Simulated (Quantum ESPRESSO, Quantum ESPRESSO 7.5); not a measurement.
## Li(100), 5 layers: k-mesh convergence

Aim: how far one choice must go before the vacuum level and the energy of Li(100), 5 layers stand still, and what it costs.

Method: plane-wave DFT, PBE, GBRV ultrasoft pseudopotentials, in Quantum ESPRESSO 7.5.

## Step 1: The structure

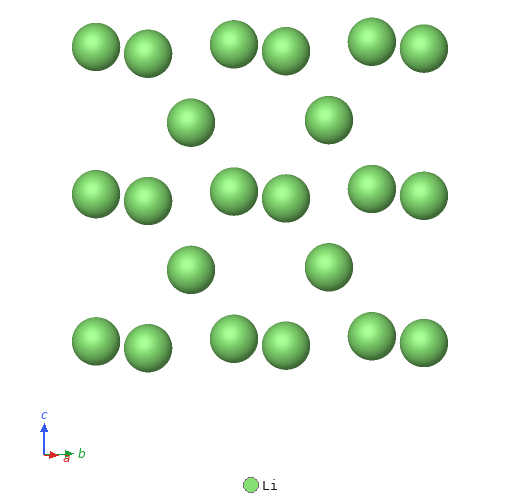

The cell as given, from the side, with the c axis up (lithium green). 1×2×1 cells are drawn. Some periodic images of atoms are drawn too.

The cell holds 5 atoms: 5 Li. Its edges and angles: a = 3.490 Å, b = 3.490 Å, c = 22.980 Å, α = 90.0°, β = 90.0°, γ = 90.0°. It derives from Li. Vacuum lies along c.

## Step 2: SCF with pw.x: 19×19×1 points

The first run is the reference of the series.

c0.in reads:

```
&control
  prefix = 'c0'
  outdir = './out'
  pseudo_dir = './pseudo'
  calculation = 'scf'
  tprnfor = .true.
/
&system
  ibrav = 0
  nat = 5
  ntyp = 1
  ecutwfc = 40
  ecutrho = 200
  occupations = 'smearing'
  smearing = 'mv'
  degauss = 0.02
  assume_isolated = 'esm'
  esm_bc = 'bc1'
/
&electrons
  conv_thr = 1e-07
  mixing_beta = 0.4
  electron_maxstep = 120
  mixing_mode = 'local-TF'
/
ATOMIC_SPECIES
  Li  6.9400  li_pbe_v1.4.uspp.F.UPF
CELL_PARAMETERS angstrom
  3.49000000000000 0.00000000000000 0.00000000000000
  0.00000000000000 3.49000000000000 0.00000000000000
  0.00000000000000 0.00000000000000 22.98000000000000
ATOMIC_POSITIONS crystal
  Li  0.000000000000 0.000000000000 -0.151871192341
  Li  0.500000000000 0.500000000000 -0.075935596171
  Li  0.000000000000 0.000000000000 0.000000000000
  Li  0.500000000000 0.500000000000 0.075935596171
  Li  0.000000000000 0.000000000000 0.151871192341
K_POINTS automatic
  19 19 1 0 0 0
```

Run with:

```sh
$ OMP_NUM_THREADS=1 mpirun -n 4 pw.x -nk 4 -in c0.in > c0.out
```

The log of the run:

```text
Program PWSCF v.7.5 starts
[citation notice left out]

     Parallel version (MPI & OpenMP), running on       4 processor cores
     Number of MPI processes:                 4
     Threads/MPI process:                     1

     MPI processes distributed on     1 nodes
[...]
Current dimensions of program PWSCF are:
     Max number of different atomic species (ntypx) = 10
     Max number of k-points (npk) =  40000
     Max angular momentum in pseudopotentials (lmaxx) =  4
     Message from routine setup:
     using ibrav=0 with symmetry is DISCOURAGED, use correct ibrav instead

     K-points division:     npool     =       4
     Subspace diagonalization in iterative solution of the eigenvalue problem:
     a serial algorithm will be used

     G-vector sticks info
     --------------------
     sticks:   dense  smooth     PW     G-vecs:    dense   smooth      PW
     Sum         681     553    177                90131    64543   10873

     Using Slab Decomposition

     bravais-lattice index     =            0
     lattice parameter (alat)  =       6.5951  a.u.
     unit-cell volume          =    1888.8500 (a.u.)^3
     number of atoms/cell      =            5
     number of atomic types    =            1
     number of electrons       =        15.00
     number of Kohn-Sham states=           12
     kinetic-energy cutoff     =      40.0000  Ry
     charge density cutoff     =     200.0000  Ry
     scf convergence threshold =      1.0E-07
     mixing beta               =       0.4000
     number of iterations used =            8  local-TF  mixing
     Exchange-correlation=  SLA  PW   PBX  PBC
                           (   1   4   3   4   0   0   0)

     Effective Screening Medium Method
     =================================
     Boundary Conditions: Vacuum-Slab-Vacuum
     total charge in unit cell        =   0.0000
     grid points for fit at edges     =        4

     celldm(1)=   6.595144  celldm(2)=   0.000000  celldm(3)=   0.000000
     celldm(4)=   0.000000  celldm(5)=   0.000000  celldm(6)=   0.000000

     crystal axes: (cart. coord. in units of alat)
               a(1) = (   1.000000   0.000000   0.000000 )
               a(2) = (   0.000000   1.000000   0.000000 )
               a(3) = (   0.000000   0.000000   6.584527 )

     reciprocal axes: (cart. coord. in units 2 pi/alat)
               b(1) = (  1.000000  0.000000  0.000000 )
               b(2) = (  0.000000  1.000000  0.000000 )
               b(3) = (  0.000000  0.000000  0.151871 )

     PseudoPot. # 1 for Li read from file:
     ./pseudo/li_pbe_v1.4.uspp.F.UPF
     Pseudo is Ultrasoft, Zval =  3.0
     Generated by new atomic code, or converted to UPF format
     Using radial grid of  751 points,  5 beta functions with:
                l(1) =   0
                l(2) =   0
                l(3) =   0
                l(4) =   1
                l(5) =   1
     Q(r) pseudized with 10 coefficients,  rinner =    1.150   1.150   1.150

     atomic species   valence    mass     pseudopotential
     Li                3.00     6.94000     Li( 1.00)

     16 Sym. Ops., with inversion, found

   Cartesian axes

     site n.     atom                  positions (alat units)
         1        Li     tau(   1) = (   0.0000000   0.0000000  -1.0000000  )
         2        Li     tau(   2) = (   0.5000000   0.5000000  -0.5000000  )
         3        Li     tau(   3) = (   0.0000000   0.0000000   0.0000000  )
         4        Li     tau(   4) = (   0.5000000   0.5000000   0.5000000  )
         5        Li     tau(   5) = (   0.0000000   0.0000000   1.0000000  )

     number of k points=    55  Marzari-Vanderbilt smearing, width (Ry)=  0.0200
                       cart. coord. in units 2pi/alat
        k(    1) = (   0.0000000   0.0000000   0.0000000), wk =   0.0055402
        k(    2) = (   0.0000000   0.0526316   0.0000000), wk =   0.0221607
        k(    3) = (   0.0000000   0.1052632   0.0000000), wk =   0.0221607
        k(    4) = (   0.0000000   0.1578947   0.0000000), wk =   0.0221607
        k(    5) = (   0.0000000   0.2105263   0.0000000), wk =   0.0221607
        k(    6) = (   0.0000000   0.2631579   0.0000000), wk =   0.0221607
        k(    7) = (   0.0000000   0.3157895   0.0000000), wk =   0.0221607
        k(    8) = (   0.0000000   0.3684211   0.0000000), wk =   0.0221607
        k(    9) = (   0.0000000   0.4210526   0.0000000), wk =   0.0221607
        k(   10) = (   0.0000000   0.4736842   0.0000000), wk =   0.0221607
[...]
k(   55) = (   0.4736842   0.4736842   0.0000000), wk =   0.0221607

     Dense  grid:    90131 G-vectors     FFT dimensions: (  30,  30, 200)

     Smooth grid:    64543 G-vectors     FFT dimensions: (  27,  27, 180)

     Estimated max dynamical RAM per process >     115.96 MB

     Estimated total dynamical RAM >     397.84 MB

     Initial potential from superposition of free atoms

     starting charge      12.7463, renormalised to      15.0000

     negative rho (up, down):  1.172E-04 0.000E+00
     Starting wfcs are   25 randomized atomic wfcs

     total cpu time spent up to now is        2.6 secs

     per-process dynamical memory:    72.9 Mb

     Self-consistent Calculation

     iteration #  1     ecut=    40.00 Ry     beta= 0.40
     Davidson diagonalization with overlap
     ethr =  1.00E-02,  avg # of iterations =  2.0

     negative rho (up, down):  1.184E-03 0.000E+00

     total cpu time spent up to now is        4.2 secs

     total energy              =     -72.59028934 Ry
     estimated scf accuracy    <       0.87086193 Ry

     iteration #  2     ecut=    40.00 Ry     beta= 0.40
[...]
negative rho (up, down):  4.057E-03 0.000E+00

[...]
total energy              =     -72.25653596 Ry
     estimated scf accuracy    <       0.48022626 Ry

     iteration #  3     ecut=    40.00 Ry     beta= 0.40
[...]
negative rho (up, down):  4.138E-03 0.000E+00

[...]
total energy              =     -72.27384764 Ry
     estimated scf accuracy    <       0.02301860 Ry

     iteration #  4     ecut=    40.00 Ry     beta= 0.40
[...]
c_bands:  1 eigenvalues not converged
     c_bands:  1 eigenvalues not converged
[...]
negative rho (up, down):  3.680E-03 0.000E+00

[...]
total energy              =     -72.30424651 Ry
     estimated scf accuracy    <       0.00408179 Ry

     iteration #  5     ecut=    40.00 Ry     beta= 0.40
[...]
c_bands:  1 eigenvalues not converged
     c_bands:  1 eigenvalues not converged
     c_bands:  1 eigenvalues not converged
     c_bands:  1 eigenvalues not converged
[...]
negative rho (up, down):  3.119E-03 0.000E+00

[...]
total energy              =     -72.30674998 Ry
     estimated scf accuracy    <       0.00023130 Ry

     iteration #  6     ecut=    40.00 Ry     beta= 0.40
[...]
c_bands:  2 eigenvalues not converged
     c_bands:  3 eigenvalues not converged
     c_bands:  4 eigenvalues not converged
     c_bands:  2 eigenvalues not converged
     c_bands:  4 eigenvalues not converged
     c_bands:  2 eigenvalues not converged
     c_bands:  3 eigenvalues not converged
     c_bands:  1 eigenvalues not converged
     c_bands:  4 eigenvalues not converged
     c_bands:  3 eigenvalues not converged
     c_bands:  3 eigenvalues not converged
     c_bands:  2 eigenvalues not converged
[...]
negative rho (up, down):  3.399E-03 0.000E+00

[...]
total energy              =     -72.30767694 Ry
     estimated scf accuracy    <       0.00022548 Ry

     iteration #  7     ecut=    40.00 Ry     beta= 0.40
[...]
c_bands:  1 eigenvalues not converged
     c_bands:  1 eigenvalues not converged
     c_bands:  2 eigenvalues not converged
     c_bands:  2 eigenvalues not converged
     c_bands:  1 eigenvalues not converged
     c_bands:  1 eigenvalues not converged
     c_bands:  2 eigenvalues not converged
     c_bands:  1 eigenvalues not converged
     c_bands:  1 eigenvalues not converged
[...]
negative rho (up, down):  9.289E-04 0.000E+00

[...]
total energy              =     -72.30761848 Ry
     estimated scf accuracy    <       0.00034477 Ry

     iteration #  8     ecut=    40.00 Ry     beta= 0.40
[...]
c_bands:  1 eigenvalues not converged
     c_bands:  1 eigenvalues not converged
     c_bands:  1 eigenvalues not converged
     c_bands:  1 eigenvalues not converged
     c_bands:  1 eigenvalues not converged
     c_bands:  1 eigenvalues not converged
     c_bands:  1 eigenvalues not converged
     c_bands:  1 eigenvalues not converged
[...]
negative rho (up, down):  5.829E-04 0.000E+00

[...]
total energy              =     -72.30765996 Ry
     estimated scf accuracy    <       0.00000597 Ry

     iteration #  9     ecut=    40.00 Ry     beta= 0.40
[...]
c_bands:  1 eigenvalues not converged
     c_bands:  4 eigenvalues not converged
     c_bands:  1 eigenvalues not converged
[...]
negative rho (up, down):  3.830E-04 0.000E+00

[...]
total energy              =     -72.30769440 Ry
     estimated scf accuracy    <       0.00000258 Ry

     iteration # 10     ecut=    40.00 Ry     beta= 0.40
[...]
negative rho (up, down):  3.010E-05 0.000E+00

[...]
total energy              =     -72.30771998 Ry
     estimated scf accuracy    <       0.00000118 Ry

     iteration # 11     ecut=    40.00 Ry     beta= 0.40
[...]
c_bands:  1 eigenvalues not converged
     c_bands:  1 eigenvalues not converged
[...]
negative rho (up, down):  7.270E-06 0.000E+00

[...]
total energy              =     -72.30772485 Ry
     estimated scf accuracy    <       0.00000015 Ry

     iteration # 12     ecut=    40.00 Ry     beta= 0.40
[...]
negative rho (up, down):  9.877E-06 0.000E+00

[...]
End of self-consistent calculation

          k = 0.0000 0.0000 0.0000 (  8079 PWs)   bands (ev):

   -50.2655 -50.2655 -49.5403 -49.5154 -49.5123  -6.2164  -5.4834  -4.3007
    -3.0232  -1.7726  -0.4236  -0.1399

          k = 0.0000 0.0526 0.0000 (  8105 PWs)   bands (ev):

   -50.2654 -50.2654 -49.5402 -49.5154 -49.5123  -6.1906  -5.4575  -4.2743
    -2.9957  -1.7445  -0.3959  -0.1114

          k = 0.0000 0.1053 0.0000 (  8111 PWs)   bands (ev):

   -50.2653 -50.2653 -49.5398 -49.5153 -49.5125  -6.1131  -5.3797  -4.1954
    -2.9142  -1.6617  -0.3168  -0.0160

          k = 0.0000 0.1579 0.0000 (  8105 PWs)   bands (ev):

   -50.2652 -50.2652 -49.5393 -49.5151 -49.5128  -5.9837  -5.2502  -4.0651
    -2.7821  -1.5322  -0.2003   0.1163

          k = 0.0000 0.2105 0.0000 (  8103 PWs)   bands (ev):

   -50.2650 -50.2650 -49.5386 -49.5150 -49.5131  -5.8023  -5.0693  -3.8853
    -2.6077  -1.3866  -0.1366  -0.1070

          k = 0.0000 0.2632 0.0000 (  8089 PWs)   bands (ev):

   -50.2648 -50.2648 -49.5378 -49.5148 -49.5135  -5.5685  -4.8375  -3.6600
    -2.4119  -1.3971  -0.6032  -0.2361

[...]
the Fermi energy is    -2.9291 ev

!    total energy              =     -72.30772430 Ry
     estimated scf accuracy    <       0.00000007 Ry
     smearing contrib. (-TS)   =      -0.00100607 Ry
     internal energy E=F+TS    =     -72.30671822 Ry

     The total energy is F=E-TS. E is the sum of the following terms:
     one-electron contribution =     304.63462218 Ry
     hartree contribution      =    -160.62003552 Ry
     xc contribution           =     -16.77015009 Ry
     ewald contribution        =    -199.55115479 Ry

     convergence has been achieved in  12 iterations

     Forces acting on atoms (cartesian axes, Ry/au):

     atom    1 type  1   force =     0.00000000    0.00000000   -0.00014378
     atom    2 type  1   force =     0.00000000    0.00000000    0.00314074
     atom    3 type  1   force =     0.00000000    0.00000000    0.00000000
     atom    4 type  1   force =     0.00000000    0.00000000   -0.00314074
     atom    5 type  1   force =     0.00000000    0.00000000    0.00014378

     Total force =     0.004446     Total SCF correction =     0.000038

[...]
=------------------------------------------------------------------------------=
   JOB DONE.
=------------------------------------------------------------------------------=
[...]
```

It took 35 s on 4 MPI ranks of Intel Xeon 6975P-C (Granite Rapids), shared host; peak memory 0.54 GiB; 2.3 min of CPU time.

This step gave:

```
free energy                                                    : -983.7967 eV
Fermi energy                                                   : -2.929 eV
vacuum line at the lower end of the cell, over the Fermi level : 2.929 eV
vacuum line at the upper end of the cell, over the Fermi level : 2.929 eV
```

The potential energy, planar mean oscillates, so the rows of the table below give means over windows of 1.72 Å about each position, cut where the curve ends. Its maxima inside the range that stand out by 2 % of the span (Å: eV): -2.6: 0.609, -0.9: 0.672, 0.9: 0.672, 2.6: 0.609. Its minima: -3.5: -1.21, -1.7: -0.853, 0.0: -0.841, 1.7: -0.853, 3.5: -1.21.

Electrostatic potential energy of an electron; zero at the Fermi level. Potential energy, planar mean against z; means over each step:

```tsv
z (Å)	potential energy, planar mean (eV)
-10.63	2.93
-8.91	2.93
-7.19	2.91
-5.47	2.56
-3.75	-0.175
-2.03	-0.173
-0.31	-0.138
1.41	-0.147
3.13	-0.356
4.85	1.88
6.57	2.88
8.29	2.93
10.01	2.93
```

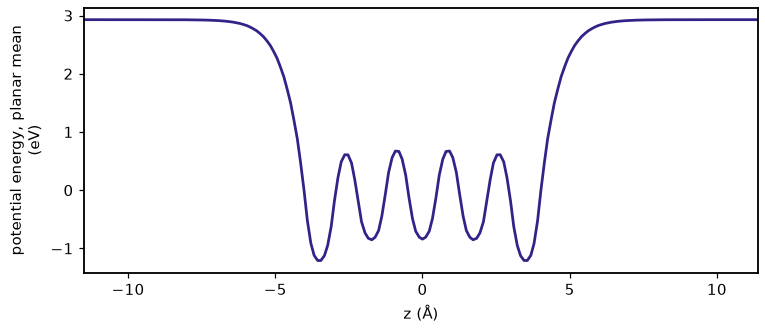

Potential energy, planar mean against z.

The program's own clock; routines nest. Time by routine:

```tsv
routine	wall time (s)	calls
PWSCF	34.4	1
electrons	31.63	1
c_bands	25.06	12
cegterg	21.17	168
h_psi	17.29	1907
vloc_psi	14.71	1907
fftw	14.02	21362
mix_rho	3.26	12
init_run	2.5	1
sum_band	2.47	12
ffts	1.91	1378
calbec	1.6	2131
h_psi:calbec	1.34	1907
add_vuspsi	1.13	1907
```

The vacuum levels are read from the outermost 0.7 Å of the cell on either side.

The run needed 12 iterations to bring the estimated error under 1e-07 Ry; the largest force on any atom, held or free, is 0.08 eV/Å.

Inside the slab this potential holds the local part of the pseudopotentials, which can be repulsive at the nuclei; only its value in the vacuum has a meaning of its own.

## Step 3: Self-consistent run: 13×13×1 points

c1.in, as its differences from the input of step 2:

```diff
@@ -1,3 +1,3 @@
 &control
-  prefix = 'c0'
+  prefix = 'c1'
   outdir = './out'
@@ -38,2 +38,2 @@
 K_POINTS automatic
-  19 19 1 0 0 0
+  13 13 1 0 0 0
```

Run with:

```sh
$ OMP_NUM_THREADS=1 mpirun -n 4 pw.x -nk 4 -in c1.in > c1.out
```

The log of the run:

```text
[banner, memory and clock lines left out]
Program PWSCF v.7.5 starts
[...]
Message from routine setup:
[...]
number of electrons       =        15.00
     number of Kohn-Sham states=           12
     kinetic-energy cutoff     =      40.0000  Ry
     charge density cutoff     =     200.0000  Ry
[...]
number of k points=    28  Marzari-Vanderbilt smearing, width (Ry)=  0.0200
[...]
Dense  grid:    90131 G-vectors     FFT dimensions: (  30,  30, 200)
[...]
negative rho (up, down):  1.172E-04 0.000E+00
     Starting wfcs are   25 randomized atomic wfcs
[...]
negative rho (up, down):  1.085E-03 0.000E+00
[...]
estimated scf accuracy    <       0.86766112 Ry
[...]
negative rho (up, down):  3.635E-03 0.000E+00
[...]
estimated scf accuracy    <       0.47988090 Ry
[...]
negative rho (up, down):  3.288E-03 0.000E+00
[...]
estimated scf accuracy    <       0.02061597 Ry
[...]
negative rho (up, down):  2.519E-03 0.000E+00
[...]
estimated scf accuracy    <       0.00425576 Ry
[...]
negative rho (up, down):  1.958E-03 0.000E+00
[...]
estimated scf accuracy    <       0.00024870 Ry
[...]
negative rho (up, down):  2.280E-03 0.000E+00
[...]
estimated scf accuracy    <       0.00024709 Ry
[...]
negative rho (up, down):  3.600E-04 0.000E+00
[...]
estimated scf accuracy    <       0.00042711 Ry
[...]
negative rho (up, down):  2.987E-04 0.000E+00
[...]
estimated scf accuracy    <       0.00002752 Ry
[...]
negative rho (up, down):  2.466E-04 0.000E+00
[...]
estimated scf accuracy    <       0.00002068 Ry
[...]
negative rho (up, down):  4.138E-07 0.000E+00
[...]
estimated scf accuracy    <       0.00002022 Ry
[...]
estimated scf accuracy    <       0.00000714 Ry
[...]
negative rho (up, down):  1.168E-07 0.000E+00
[...]
estimated scf accuracy    <       0.00000080 Ry
[...]
negative rho (up, down):  8.907E-07 0.000E+00
[...]
estimated scf accuracy    <       0.00000032 Ry
[...]
negative rho (up, down):  9.801E-06 0.000E+00
[...]
the Fermi energy is    -2.9279 ev
!    total energy              =     -72.30805970 Ry
     estimated scf accuracy    <       0.00000007 Ry
     smearing contrib. (-TS)   =      -0.00052786 Ry
     internal energy E=F+TS    =     -72.30753185 Ry
[...]
one-electron contribution =     304.63806679 Ry
     hartree contribution      =    -160.62425896 Ry
     xc contribution           =     -16.77018489 Ry
     ewald contribution        =    -199.55115479 Ry
     convergence has been achieved in  14 iterations
[...]
Total force =     0.004444     Total SCF correction =     0.000186
[...]
```

Run time: 22 s. Hardware: 4 MPI ranks; peak memory 0.5 GiB; 85 s of CPU time.

Read from the output:

* free energy: -983.8013 eV
* Fermi energy: -2.928 eV
* vacuum line at the lower end of the cell, over the Fermi level: 2.928 eV
* vacuum line at the upper end of the cell, over the Fermi level: 2.928 eV

The program's own clock; routines nest. Time by routine:

```tsv
routine	wall time (s)	calls
PWSCF	20.87	1
electrons	18.57	1
c_bands	12.39	14
cegterg	10.06	100
h_psi	8.14	884
vloc_psi	6.92	884
fftw	6.62	11174
mix_rho	3.67	14
ffts	2.05	1628
init_run	1.87	1
sum_band	1.57	14
calbec	0.77	1010
potinit	0.74	1
hinit0	0.64	1
```

Counted from each run's own zero (the Fermi level), the vacuum level differs from the first run's by -1 meV.

[end of part 1 of 2]

[Logs are printed without paths, hosts, clocks, repeated set-up lines and the standing remarks that a program may print on its own settings, such as how far it seeks lower states.]

[Hosts, paths, dates, database ids (printed as entryN), source tags and the programs' standing remarks are cut or masked in the printed files.]

[Maps of the electrostatic potential energy from Ansatz leave out the sawtooth potential of an applied field or a dipole correction, so their vacuum need not be flat; planar profiles and work functions include it.]
